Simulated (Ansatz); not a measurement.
# AlH₄NS₂: how energies converge with the basis set

Aim: see how fast density functionals and correlated methods converge with the basis set for AlH₄NS₂.

Program: Ansatz 0.2.0, Gaussian basis. Level of theory: one geometry, several basis sets. These are calculated values, not measurements.

The runs, in order: PBE0-D4/def2-SVP; ωB97M-V/def2-SVP; PBE0-D4/def2-QZVPP; ωB97M-V/def2-QZVPP; CCSD(T)/cc-pV(D+d)Z; CCSD(T)/cc-pV(T+d)Z; CCSD(T)/cc-pV(Q+d)Z; the functionals' def2-TZVPP values are taken from earlier runs.

## (1) The geometry

The geometry comes from an earlier relaxation with PBE0-D4 in a triple-zeta def2 set; it is a stationary point, not always the lowest conformer.

SMILES `[NH2][Al]([SH])[SH]`, 8 atoms, charge 0, spin multiplicity 1.

Atoms are counted from 1 here; the program's logs count them from 0.

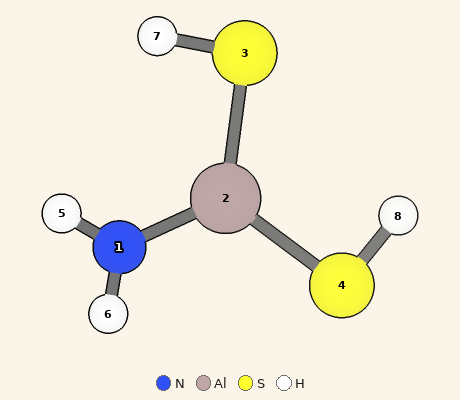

The geometry (nitrogen blue, aluminium light grey, sulfur yellow, hydrogen white); atoms are numbered from 1 in the order of the file.

## (2) PBE0-D4 in def2-SVP

File in.yaml:

```yaml
crystal:
  periodic: [false, false, false]
  atoms:
    - {symbol: N, position_ang: [-0.554729, 1.413586, -0.090028]}
    - {symbol: Al, position_ang: [-0.072314, -0.276722, -0.015360]}
    - {symbol: S, position_ang: [2.015810, -0.878564, 0.205202]}
    - {symbol: S, position_ang: [-1.607170, -1.820899, -0.148275]}
    - {symbol: H, position_ang: [0.070145, 2.201068, -0.048999]}
    - {symbol: H, position_ang: [-1.506936, 1.726316, -0.187173]}
    - {symbol: H, position_ang: [2.456592, 0.390844, 0.249312]}
    - {symbol: H, position_ang: [-0.709299, -2.812830, -0.020480]}
basis:
  gaussian: {orbitals: def2-SVP}
hamiltonian: {xc: pbe0, dispersion: d4}
output: {orbitals: {seedname: orbitals}}
```

The run is started by

```bash
$ ansatz run in.yaml --threads 2 --pin off --events-out ev --progress --plain --max-ram 32768MiB --backend cpu
```

The runs that follow: ωB97M-V in def2-SVP; PBE0-D4 in def2-QZVPP; ωB97M-V in def2-QZVPP; CCSD(T) in cc-pV(D+d)Z; CCSD(T) in cc-pV(T+d)Z; CCSD(T) in cc-pV(Q+d)Z.

Before running them: what should the planned runs give, taken together? Wanted: MP2 correlation recovered, cc-pV(D+d)Z; MP2 correlation recovered, cc-pV(T+d)Z; MP2 correlation recovered, cc-pV(Q+d)Z; CCSD(T) limit from def2 sets; PBE0-D4: double and triple zeta above quadruple; ωB97M-V: double and triple zeta above quadruple.

As calculated:

| quantity | value |
| --- | --- |
| MP2 correlation recovered, cc-pV(D+d)Z | 68.4 % |
| MP2 correlation recovered, cc-pV(T+d)Z | 87.8 % |
| MP2 correlation recovered, cc-pV(Q+d)Z | 94.9 % |
| CCSD(T) limit from def2 sets (earlier runs) less the limit of this series | -147 meV |
| PBE0-D4: double and triple zeta above quadruple | 12.80, 0.97 eV |
| ωB97M-V: double and triple zeta above quadruple | 12.77, 0.93 eV |

In words: PBE0-D4 gains 11.84 eV from double to triple zeta, then 0.97 eV more. Correlation climbs from 68 % (cc-pV(D+d)Z) to 95 % (cc-pV(Q+d)Z) of the limit; Hartree-Fock is 0.116 eV from its own by then. A limit from the def2 sets, made apart, differs by 147 meV, a least measure of the doubt on such a limit. These are total energies; as a rule much of such shifts cancels in differences, which this series doesn't test. The LUMO of ωB97M-V is positive and keeps falling with the basis (1.62 to 0.79 eV): an unbound level that the basis holds in place.
